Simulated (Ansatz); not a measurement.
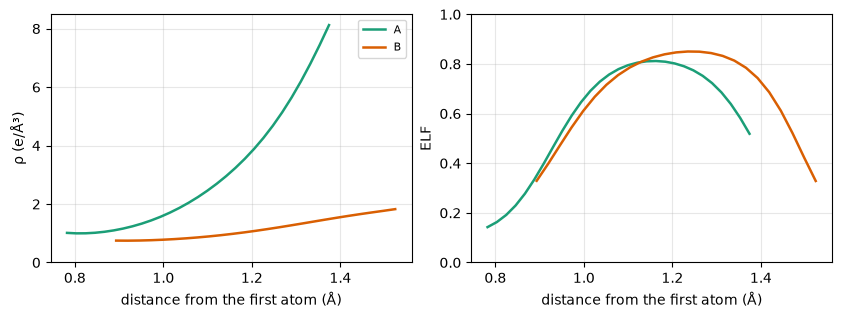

Figure 1: Cl2F2Ge. Electron density and electron localisation function along straight lines between neighbouring atoms. The curves leave out the atomic cores.

Level of theory: RHF/def2-SVP in Ansatz 0.2.0.

Input

```
crystal:
  periodic: [false, false, false]
  atoms:
    - { symbol: Ge, position_ang: [0.0, 0.0, 0.0] }
    - { symbol: Cl, position_ang: [0.0, 0.0, 2.22] }
    - { symbol: F, position_ang: [1.5842, 0.0, -0.5594] }
    - { symbol: F, position_ang: [-0.7913, 1.3709, -0.5594] }
    - { symbol: Cl, position_ang: [-1.0456, -1.8115, -0.7393] }
basis:
  gaussian: { orbitals: def2-SVP }
hamiltonian:
  xc: hf
relax:
  f_tol: 0.02
  max_steps: 40
output:
  orbitals: {}
```

Command:

```sh
ansatz run input.yaml --threads 1 --pin off --max-ram 2048MiB --backend cpu --events-out ev --progress --plain --runs-dir out
```

The fields are those of the run's last geometry, not of the input's.

Q: Which curve belongs to which contact (Ge–Cl and Ge–F)? The first atom named is at distance zero.

A: Curve A: Ge–F (1.69 Å): the density is about 1 e/Å³ at the midpoint; the ELF peaks at about 0.80 in the valence shell of F, 0.5 Å from its nucleus, and is about 0.25 at the midpoint. Curve B: Ge–Cl (2.10 Å): ρ is about 0.83 e/Å³ halfway; the ELF peaks at about 0.85 in the valence shell of Cl, 0.9 Å from its nucleus, and is about 0.70 at the midpoint.
